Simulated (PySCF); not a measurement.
CH11ClSi4

| atom | x (Å) | y (Å) | z (Å) |
| --- | --- | --- | --- |
| Si | -1.7378 | -1.2593 | 0.9139 |
| C | -0.9653 | -0.9710 | -0.7987 |
| Si | 0.5300 | 0.2268 | -0.8699 |
| Si | 2.3386 | -0.5873 | 0.3464 |
| Si | -0.2234 | 2.3596 | -0.3326 |
| Cl | 0.4095 | 2.8088 | 1.5515 |
| H | -2.9508 | -2.0723 | 0.7815 |
| H | -2.0856 | 0.0333 | 1.5100 |
| H | -0.7778 | -1.9665 | 1.7646 |
| H | -0.6620 | -1.9337 | -1.2118 |
| H | -1.7396 | -0.5928 | -1.4681 |
| H | 0.8890 | 0.2804 | -2.3108 |
| H | 3.4170 | 0.4038 | 0.4019 |
| H | 1.9925 | -0.9211 | 1.7298 |
| H | 2.9268 | -1.7993 | -0.2357 |
| H | 0.3060 | 3.4356 | -1.1759 |
| H | -1.6744 | 2.5669 | -0.3072 |

Geometry: GFN2-xTB.

These are results of PBE0/pcSseg-1, SCF density, gas phase, non-relativistic (PySCF 2.14.0), not measurements.

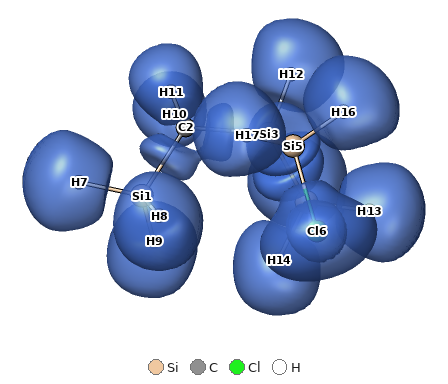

Figure 1. Isosurface of the ELF at 0.75 (blue), seen from one side. Only the valence region is drawn (cores and ρ < 0.01 e/Å³ removed).

Q: Identify the bonds, lone pairs and shells in this picture.

A: The ELF exceeds this value in two regions between bonded Si–Si atoms (shared pairs), eleven regions around hydrogen nuclei, one region on C in which the atom's valence shell and bonds are merged and one region on Cl in which the atom's valence shell and bonds are merged.


C–Si (1.90 Å): the ELF peaks at about 0.95 between the atoms; a covalent bond. Si–Cl (2.04 Å): the ELF peaks at about 0.90 between the atoms: a polar covalent bond.

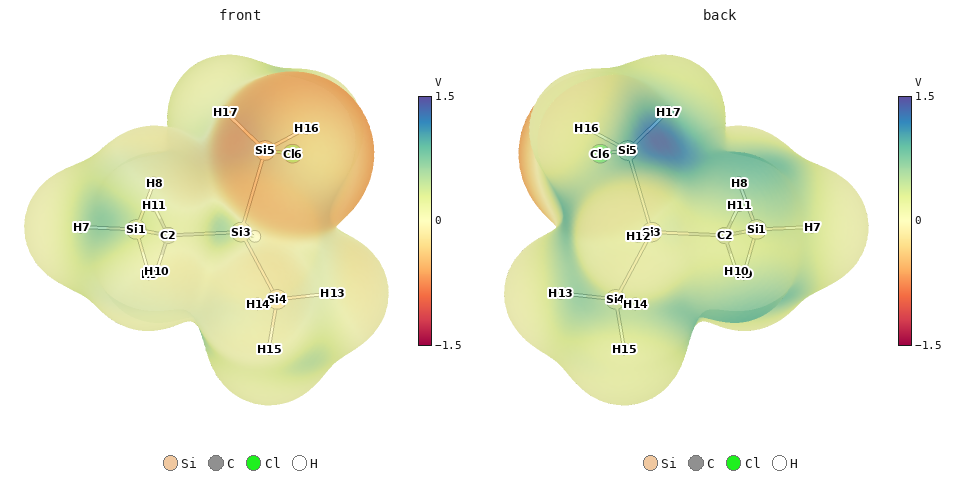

Figure 2. The electrostatic potential painted on the density surface at 0.001 e/bohr³, seen from the front and from behind; red is negative and blue positive.

Q: Which sites attract a positive test charge, and which a negative one?

A: A positive charge is drawn to the negative regions and a negative charge to the positive ones. The most negative region (about −0.6 V, or −14 kcal/mol for a unit charge) lies over Cl6, the most positive (about +1.2 V, or +28 kcal/mol for a unit charge) over Si5.

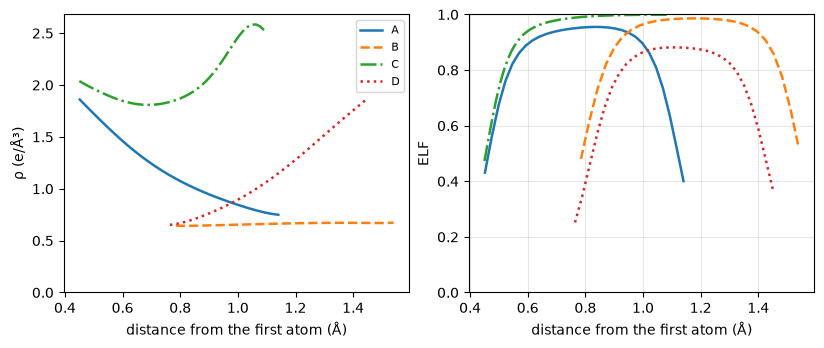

Figure 3. Electron density and electron localisation function along straight lines between neighbouring atoms. The curves leave out the atomic cores.

Q: Which curve belongs to which contact (C–H, C–Si, Si–Cl and Si–Si)? The first atom named is at distance zero.

A: Curve A: C–Si (1.90 Å): the density is about 0.89 e/Å³ at the midpoint; the ELF peaks at about 0.95 between the atoms, as expected for a shared electron pair. Curve B: Si–Si (2.32 Å): ρ is about 0.67 e/Å³ halfway; the ELF peaks at about 1 between the atoms; localised, covalent bonding. Curve C: C–H (1.09 Å): the density is about 1.9 e/Å³ at the midpoint; the ELF climbs to about 1 towards the hydrogen, as it does in any bond to H (a covalent bond by its length). Curve D: Si–Cl (2.04 Å): ρ at the midpoint is about 0.92 e/Å³; the ELF peaks at about 0.90 between the atoms; a polar covalent bond.
